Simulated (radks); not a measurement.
System: the He⁺ ion, configuration 1s1 (high spin). Computed with the in-house radial solver radks: scalar-relativistic Kohn-Sham, exchange-only r2SCAN, spin-polarised, spherical densities, finite nucleus.

```
Z 2
configuration 1s1 2s0 2p0
relativity scalar-relativistic
functional r2scan,
spin polarised
nucleus finite rms 1.6755 fm
c 137.035999084
```

The run was one of a batch (task.json lists them), launched with:
```bash
python run_ks.py task.json out
```

Wanted: the number of electrons inside radius r (solid) and the radial density 4πr²ρ (dashed).

The count levels off at 1 electrons. Half of them lie within 0.670 bohr, 90 % within 1.34 bohr and 99 % within 2.14 bohr. The radial density has a single maximum, so no shell boundary shows.

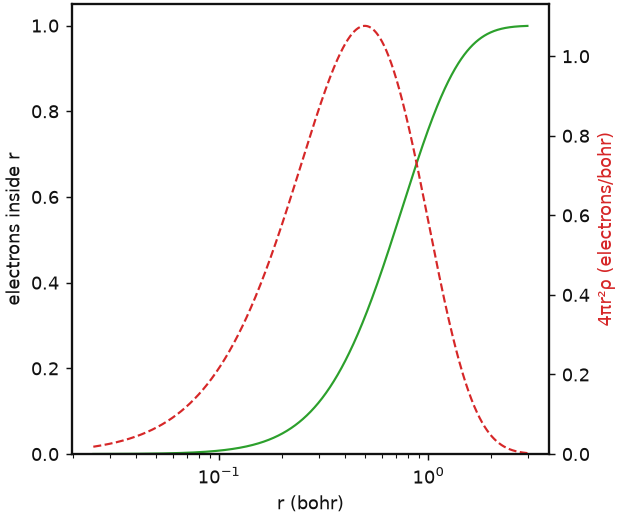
